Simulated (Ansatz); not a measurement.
# F2H4N2Si: basis-set convergence

Aim: see how fast density functionals converge with the basis set for F2H4N2Si.

The runs use Ansatz 0.2.0, Gaussian basis; one geometry, several basis sets.

The runs, in order: PBE0-D4/def2-SVP; ωB97M-V/def2-SVP; PBE0-D4/def2-QZVPP; ωB97M-V/def2-QZVPP; the functionals' def2-TZVPP values are taken from earlier runs.

## (1) The relaxed structure

All runs share one geometry, relaxed beforehand with PBE0-D4 in a triple-zeta def2 set.

SMILES `N[Si](N)(F)F`, 9 atoms, charge 0, spin multiplicity 1.

Atoms are counted from 1 here; the program's logs count them from 0.

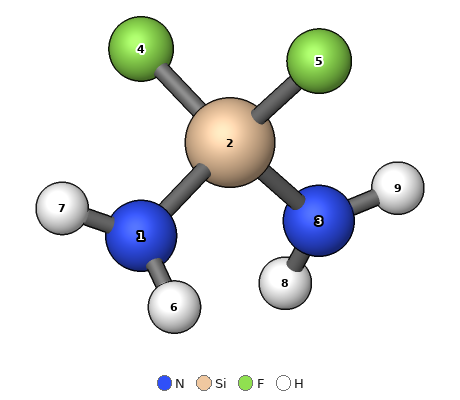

The structure; nitrogen blue, silicon light orange, fluorine green, hydrogen white; atoms are numbered from 1 in the order of the file.

## (2) PBE0-D4 in def2-SVP

Input file in.yaml:

```yaml
crystal:
  periodic: [false, false, false]
  atoms:
    - {symbol: N, position_ang: [-1.034811, 0.695694, -0.728423]}
    - {symbol: Si, position_ang: [0.441026, 0.018609, -0.282299]}
    - {symbol: N, position_ang: [0.306166, -0.747206, 1.211322]}
    - {symbol: F, position_ang: [0.861533, -0.895372, -1.515156]}
    - {symbol: F, position_ang: [1.664211, 1.023139, -0.118397]}
    - {symbol: H, position_ang: [-1.554908, 1.284316, -0.101069]}
    - {symbol: H, position_ang: [-1.269047, 0.855585, -1.693248]}
    - {symbol: H, position_ang: [-0.429942, -1.405039, 1.400927]}
    - {symbol: H, position_ang: [1.104274, -0.876025, 1.809443]}
basis:
  gaussian: {orbitals: def2-SVP}
hamiltonian: {xc: pbe0, dispersion: d4}
output: {orbitals: {seedname: orbitals}}
```

Launch:

```
ansatz run in.yaml --threads 4 --pin off --events-out ev --progress --plain --max-ram 10444MiB
```

Output:

```text
Functional definition: PBE0
  name "PBE0"
  cite "Adamo & Barone, J. Chem. Phys. 110, 6158 (1999) doi:10.1063/1.478522"
  cite "Perdew, Burke & Ernzerhof, Phys. Rev. Lett. 77, 3865 (1996) doi:10.1103/PhysRevLett.77.3865"
  parent pbe
  parameter a = 0.25
  parameter kappa = 0.804
  parameter beta = 0.06672455060314922
  exchange = (1 - a)*pbe_x(kappa = kappa, mu = beta*pi^2/3) + a*exact_x
  correlation = pbe_c(beta = beta)
1068 factors; their error is unknown
mean field evaluation 1: about -16331.0005 eV, gradient 7.4e1 eV
mean field evaluation 2: about -16325.9046 eV, gradient 8.7e1 eV
mean field evaluation 4: about -16340.7985 eV, gradient 2.6e0 eV
mean field evaluation 8: about -16340.8656 eV, gradient 2.8e-2 eV
mean field -16340.86559528 eV, -600.5157343901 hartree, gradient 1.6e-5 eV, S^2 0.000000; 0 other end points of the search recorded, 0 dependent functions left out
reference -16340.86561766 eV, -600.5157352123 hartree; 25, 25 occupied and 69, 69 virtual orbitals, 1068 factors
Total energy: -16341.01266527 eV, -600.5211391125 hartree
```

Wall time 0.3 s (4 threads of AMD EPYC 9R45, shared host).

## (3) ωB97M-V in def2-SVP

Changes to in.yaml since step 2:

```diff
@@ -14,3 +14,3 @@
   gaussian: {orbitals: def2-SVP}
-hamiltonian: {xc: pbe0, dispersion: d4}
+hamiltonian: {xc: {name: wB97M-V}}
 output: {orbitals: {seedname: orbitals}}
```

The command is unchanged.

Output (excerpt; [...] marks lines left out):

```text
Functional definition: wB97M-V
  name "wB97M-V"
  cite "Mardirossian & Head-Gordon, J. Chem. Phys. 144, 214110 (2016) doi:10.1063/1.4952647"
  cite "Becke, J. Chem. Phys. 107, 8554 (1997) doi:10.1063/1.475007"
  cite "Vydrov & Van Voorhis, J. Chem. Phys. 133, 244103 (2010) doi:10.1063/1.3521275"
  # Of w^i u^j: cxij and so on, Table III.
[...]
  gx(w, u) = 1 - cx + cx01*u + cx10*w
  gss(w, u) = css00 + css04*u^4 + css10*w + css20*w^2 + css43*w^4*u^3
  gos(w, u) = cos00 + cos10*w + (cos20 + cos21*u)*w^2 + (cos60 + cos61*u)*w^6
[...]
      + integral(e_c_pw_mod_opposite_spin*gos(b97_w_opposite, b97_u_opposite)) + vv10(b, c)
1068 factors; their error is unknown
256 factors; integrals over basis functions are off by at most 5.7e-6 eV
[...]
mean field -16349.79842571 eV, -600.8440098535 hartree, gradient 2.4e-5 eV, S^2 0.000000; 0 other end points of the search recorded, 0 dependent functions left out
reference -16349.79846160 eV, -600.8440111723 hartree; 25, 25 occupied and 69, 69 virtual orbitals, 1068 factors
Total energy: -16349.79846160 eV, -600.8440111723 hartree
```

Run time: 0.9 s. Hardware: 4 threads of AMD EPYC 9R45, shared host; peak memory 0.29 GiB.

## (4) PBE0-D4 in def2-QZVPP

Changes to in.yaml since step 3:

```diff
@@ -13,4 +13,4 @@
 basis:
-  gaussian: {orbitals: def2-SVP}
-hamiltonian: {xc: {name: wB97M-V}}
+  gaussian: {orbitals: "def2-QZVPP.json"}
+hamiltonian: {xc: pbe0, dispersion: d4}
 output: {orbitals: {seedname: orbitals}}
```

Same command.

Output:

```text
Functional definition: PBE0
  name "PBE0"
  cite "Adamo & Barone, J. Chem. Phys. 110, 6158 (1999) doi:10.1063/1.478522"
  cite "Perdew, Burke & Ernzerhof, Phys. Rev. Lett. 77, 3865 (1996) doi:10.1103/PhysRevLett.77.3865"
  parent pbe
  parameter a = 0.25
  parameter kappa = 0.804
  parameter beta = 0.06672455060314922
  exchange = (1 - a)*pbe_x(kappa = kappa, mu = beta*pi^2/3) + a*exact_x
  correlation = pbe_c(beta = beta)
1353 factors; their error is unknown
mean field evaluation 1: about -16342.6858 eV, gradient 8.8e1 eV
mean field evaluation 2: about -16332.3944 eV, gradient 1.1e2 eV
mean field evaluation 4: about -16355.4978 eV, gradient 4.9e0 eV
mean field evaluation 8: about -16355.5341 eV, gradient 2.0e-2 eV
mean field -16355.54581790 eV, -601.0552226206 hartree, gradient 8.0e-5 eV, S^2 0.000000; 0 other end points of the search recorded, 0 dependent functions left out
reference -16355.54584995 eV, -601.0552237985 hartree; 25, 25 occupied and 393, 393 virtual orbitals, 1353 factors
Total energy: -16355.69289756 eV, -601.0606276987 hartree
```

Wall time 1.9 s (4 threads of AMD EPYC 9R45, shared host); peak memory 1.3 GiB.

## (5) ωB97M-V in def2-QZVPP

Changes to in.yaml since step 4:

```diff
@@ -14,3 +14,3 @@
   gaussian: {orbitals: "def2-QZVPP.json"}
-hamiltonian: {xc: pbe0, dispersion: d4}
+hamiltonian: {xc: {name: wB97M-V}}
 output: {orbitals: {seedname: orbitals}}
```

Launched as before.

Output (excerpt; [...] marks lines left out):

```text
Functional definition: wB97M-V
  name "wB97M-V"
  cite "Mardirossian & Head-Gordon, J. Chem. Phys. 144, 214110 (2016) doi:10.1063/1.4952647"
  cite "Becke, J. Chem. Phys. 107, 8554 (1997) doi:10.1063/1.475007"
  cite "Vydrov & Van Voorhis, J. Chem. Phys. 133, 244103 (2010) doi:10.1063/1.3521275"
  # Of w^i u^j: cxij and so on, Table III.
[...]
  gx(w, u) = 1 - cx + cx01*u + cx10*w
  gss(w, u) = css00 + css04*u^4 + css10*w + css20*w^2 + css43*w^4*u^3
  gos(w, u) = cos00 + cos10*w + (cos20 + cos21*u)*w^2 + (cos60 + cos61*u)*w^6
[...]
      + integral(e_c_pw_mod_opposite_spin*gos(b97_w_opposite, b97_u_opposite)) + vv10(b, c)
1333 factors; their error is unknown
302 factors; integrals over basis functions are off by at most 7.3e-6 eV
[...]
mean field -16364.67130163 eV, -601.3905779622 hartree, gradient 6.6e-5 eV, S^2 0.000000; 0 other end points of the search recorded, 0 dependent functions left out
reference -16364.67135374 eV, -601.3905798774 hartree; 25, 25 occupied and 393, 393 virtual orbitals, 1333 factors
Total energy: -16364.67135374 eV, -601.3905798774 hartree
```

Run time: 4 s. Hardware: 4 threads of AMD EPYC 9R45, shared host; peak memory 1.5 GiB.

## (6) Functionals by basis

The def2-TZVPP values come from earlier runs at the same geometry.

```
functional       basis  functions  energy (eV)  from the largest (eV)  HOMO (eV)  LUMO (eV)
   PBE0-D4    def2-SVP         94  -16341.0127                 14.680      -7.83       1.41
   PBE0-D4  def2-TZVPP        222  -16354.9014                  0.791      -8.12       0.70
   PBE0-D4  def2-QZVPP        418  -16355.6929                  0.000      -8.18       0.29
   ωB97M-V    def2-SVP         94  -16349.7985                 14.873     -10.25       3.02
   ωB97M-V  def2-TZVPP        222  -16363.9311                  0.740     -10.55       2.11
   ωB97M-V  def2-QZVPP        418  -16364.6714                  0.000     -10.62       1.48
```

## (7) Summary of results

| quantity | value |
| --- | --- |
| PBE0-D4: double and triple zeta above quadruple | 14.68, 0.79 eV |
| ωB97M-V: double and triple zeta above quadruple | 14.87, 0.74 eV |

**Reading.** PBE0-D4 gains 13.89 eV from double to triple zeta, then 0.79 eV more. These are total energies; as a rule much of such shifts cancels in differences, which this series doesn't test. The LUMO of ωB97M-V is positive and keeps falling with the basis (3.02 to 1.48 eV): an unbound level that the basis holds in place.

For PBE0-D4 the largest set took about 6 times as long as the smallest (1.9 s against 0.3 s).
